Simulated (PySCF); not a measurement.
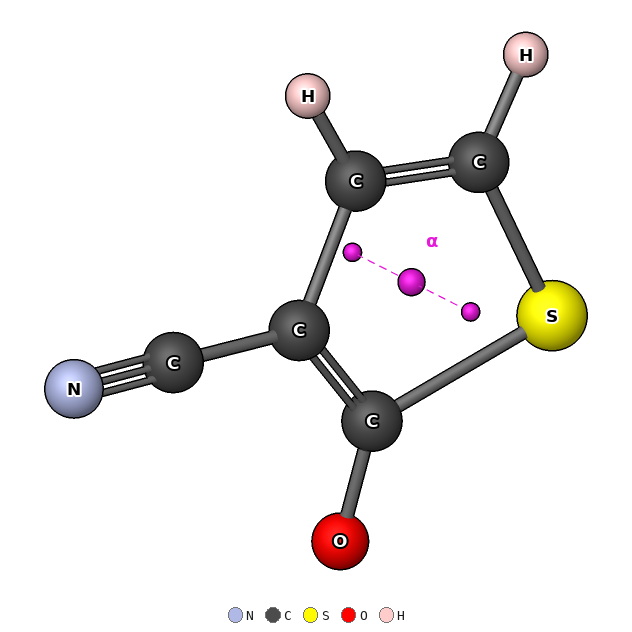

The small points mark where nucleus-independent chemical shifts (NICS) were computed: at the centre of each lettered ring and 1 Å above and below it. State: charge −1, singlet. Geometry: a frame of a GFN2-xTB molecular-dynamics simulation, not a minimum. Method: GIAO PBE0/pcSseg-1 NMR shielding, non-relativistic, gas phase (PySCF 2.14.0).

Give NICS(0), NICS(1) and the out-of-plane component NICS(1)zz for each ring (means of the two sides).

```tsv
ring	members	NICS(0)	NICS(1)	NICS(1)zz
α	C4S	−8.9	−5.7	−8.2
```

Values in ppm.
